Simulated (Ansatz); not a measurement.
AsFGaH3

Input file:

```
crystal:
  periodic: [false, false, false]
  atoms:
    - { symbol: F, position_ang: [-0.2009, -1.4991, 0.254] }
    - { symbol: Ga, position_ang: [-0.5249, -1.1294, 0.0176] }
    - { symbol: As, position_ang: [1.028, 0.7342, 0.3439] }
    - { symbol: H, position_ang: [-0.9586, -0.8967, -0.3044] }
    - { symbol: H, position_ang: [2.19296, -0.19752, -0.11605] }
    - { symbol: H, position_ang: [1.16678, 0.34279, 1.83763] }
basis:
  gaussian: { orbitals: def2-SVPD }
hamiltonian:
  xc: revpbe
  dispersion: d4
relax:
  f_tol: 0.015
  max_steps: 40
output:
  orbitals: {}
```

Command:

```sh
ansatz run input.yaml --threads 2 --pin off --max-ram 3072MiB --backend cpu --events-out ev --progress --plain --runs-dir out
```

The fields are those of the run's last geometry, not of the input's.

Computed with RKS revPBE-D4/def2-SVPD (Ansatz 0.2.0).

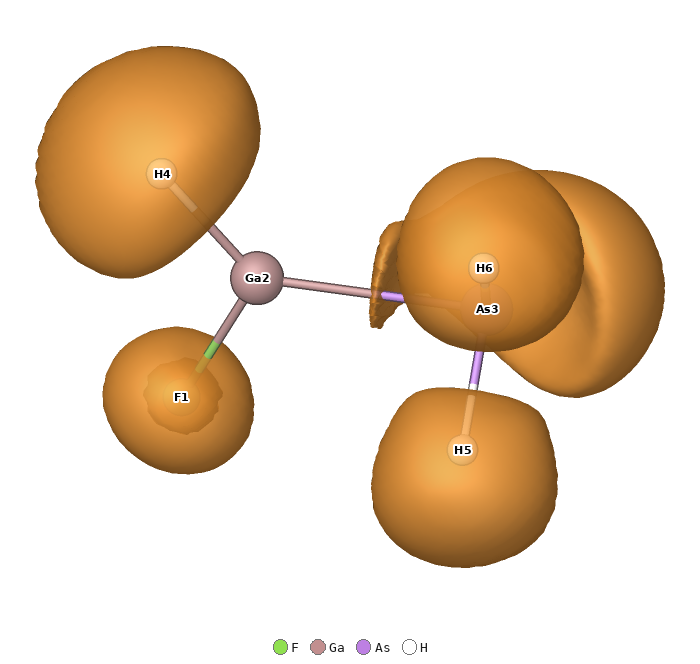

Figure 1. Isosurface of the ELF at 0.75 (orange), seen at a tilt. Core shells and regions of very low density are left out.

### Describe the localisation domains.

At this value the surface marks out three regions around hydrogen nuclei, one region on As in which the atom's valence shell and bonds are merged and one region wrapped around F (its valence shell). Profiles from the grid: Ga–F (1.81 Å): the ELF peaks at about 0.80 in the valence shell of F, 0.5 Å from its nucleus, and is about 0.15 at the midpoint. Ga–As (2.44 Å): the ELF peaks at about 0.80 in the valence shell of As, 1.2 Å from its nucleus, and is about 0.75 at the midpoint.

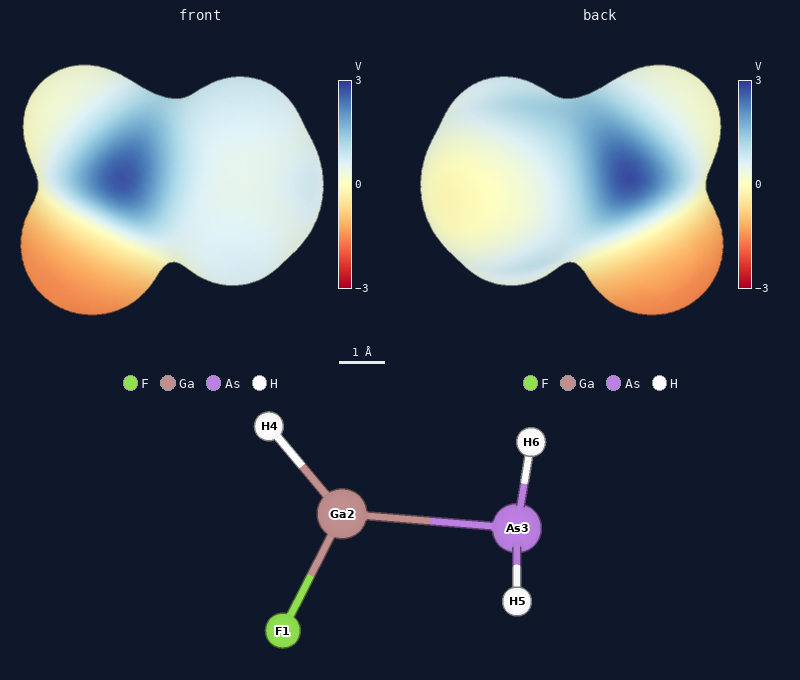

Figure 2. The electrostatic potential painted on the density surface at 0.002 e/bohr³, seen from the front and from behind; red is negative and blue positive. The bare structure is drawn below in the same view.

### Which sites attract a positive test charge, and which a negative one?

A positive charge is drawn to the negative regions and a negative charge to the positive ones. The most negative region (about −1.6 V, or −37 kcal/mol for a unit charge) lies over F1, the most positive (about +2.7 V, or +62 kcal/mol for a unit charge) over Ga2.

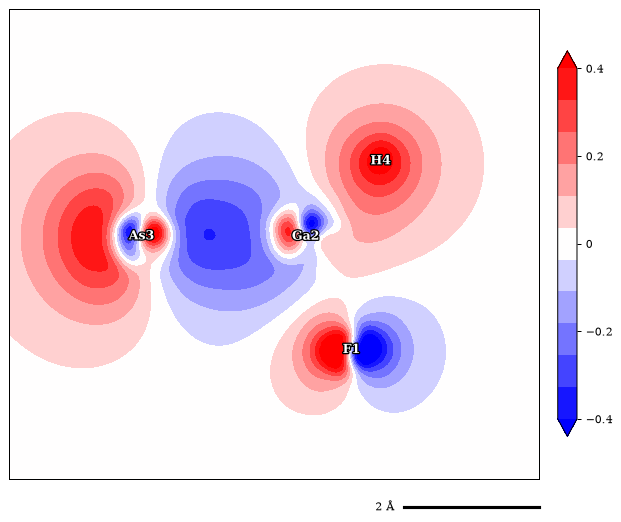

Figure 3. One frontier orbital on the plane of atoms F1, Ga2 and H4 (values in Å⁻³ᐟ²; the overall sign is arbitrary).

### Which orbital is it: HOMO or LUMO?

The HOMO, at −6.66 eV. It lies mainly on As3 (about 55 %), Ga2 (about 20 %), H4 (about 10 %) and F1 (about 10 %).
